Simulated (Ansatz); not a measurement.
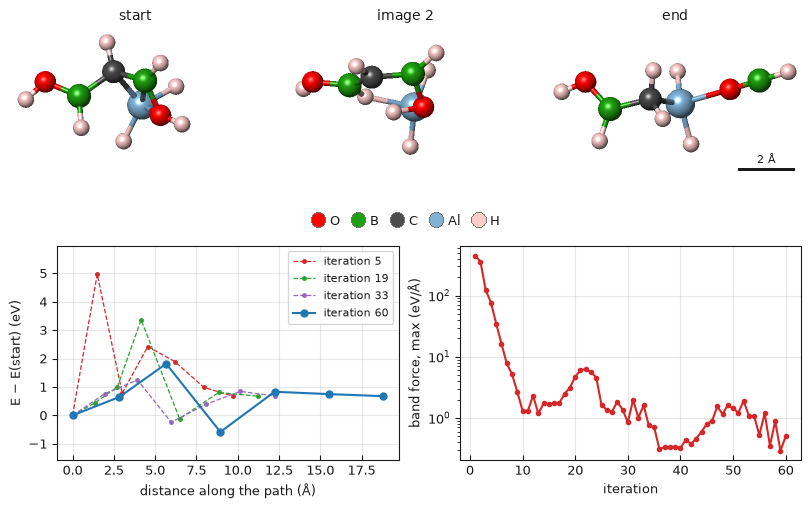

NEB run on CH7AlB2O2. Images are numbered from 0 (start) to 6 (end). The plot follows the band through its iterations. The picture is a ball-and-stick view, seen from a free direction.

Level of theory: RKS PBE0-D4/def2-SVP in Ansatz. Run with 5 movable images; climbing image; force threshold 0.05 eV/Å; iteration limit 60; starting path through a guess of the saddle point.

### Judge this run.

The result isn't final. The band hadn't converged when the run stopped after 60 iterations. The largest component of the band force went from 450 to 0.5 eV/Å. The barrier read from it is provisional, though the highest image hardly moved in the last two iterations. The first iteration put the highest image at 74.74 eV. Relative to the start the highest point is image 2 at +1.82 eV and the end lies at +0.68 eV, but the profile dips to −0.58 eV at image 3 on the way, so there may be more than one step; on an unconverged band the side maxima are provisional.

The run took 14 min on 2 threads of Intel(R) Xeon(R) Platinum 8488C (Sapphire Rapids), with other jobs on the host, peak memory 0.31 GiB.
